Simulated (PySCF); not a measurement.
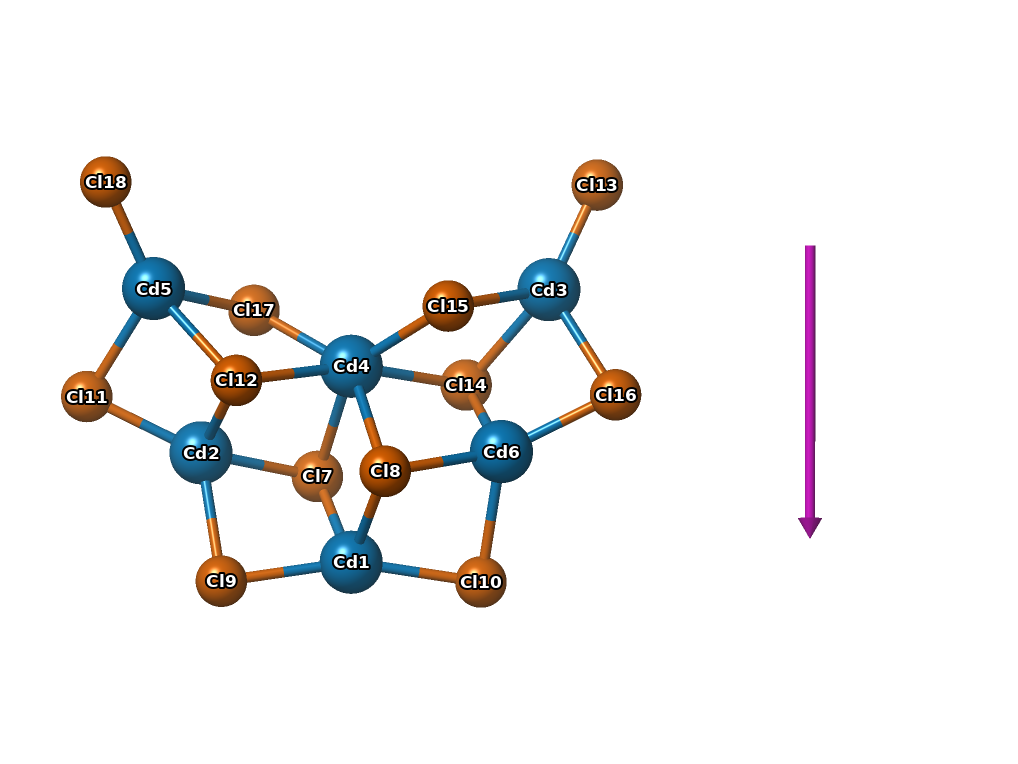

The arrow beside the molecule shows the direction of the dipole moment, from the negative to the positive end (its length means nothing). The computed structure is the end point of a GFN2-xTB optimisation. No frequency run is at hand to confirm it as a minimum. Properties computed with PBE0/def2-SVP, gas phase, core potentials on Cd (PySCF 2.14.0).

> Estimate the dipole moment.

8.56 D; it points from the side of Cl13, Cl18 to the side of Cl9, Cl10 (the outermost atoms at the two ends).

The geometry is semi-empirical. Around Cd such bond lengths and angles can be off by a tenth of an ångström or more and by several degrees, and values that hang on the shape move with them.
